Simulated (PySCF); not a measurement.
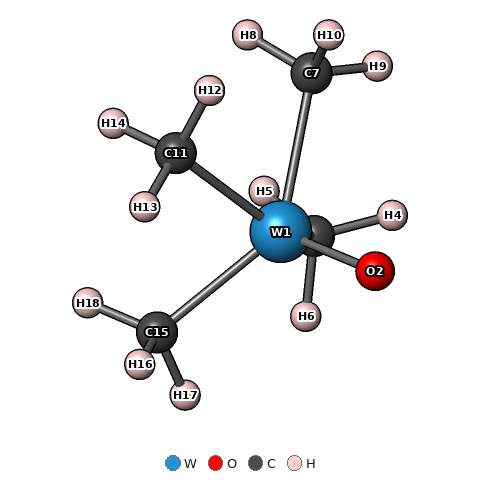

Geometry used (C₄H₁₂OW, singlet).

Kohn-Sham orbital energies near the frontier, PBE0/def2-SVPD, PySCF 2.14.0, at a PBE0-D3(BJ)/def2-SVP geometry (no frequency check), isolated molecule; empty levels in grey, levels within 0.03 eV side by side.

Where do the frontier orbitals lie?

HOMO at −7.46 eV, LUMO at −2.93 eV, 4.53 eV apart.

On which atoms do HOMO and LUMO mostly sit?

HOMO: W1 19 %, C11 18 %, C7 15 %. LUMO: W1 70 %, C15 6 %, C3 5 % (Löwdin shares).

List the levels with the atoms that carry most of them (a dash for levels above zero or within 0.03 eV of another, where shares mean little).

```tsv
orbital	energy (eV)	Löwdin shares
LUMO+1	−0.58	W1 49 %, O2 22 %, C7 6 %
LUMO	−2.93	W1 70 %, C15 6 %, C3 5 %
HOMO	−7.46	W1 19 %, C11 18 %, C7 15 %
HOMO−1	−7.65	W1 23 %, C7 15 %, C11 13 %
HOMO−2	−9.16	W1 36 %, C3 15 %, C15 13 %
```

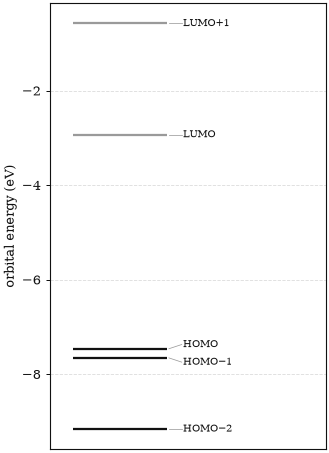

Known limits of this run: effective core potentials, which hold scalar relativity, on atoms heavier than Kr; spin-orbit coupling is left out, and with W it can shift these levels and split any degenerate set.
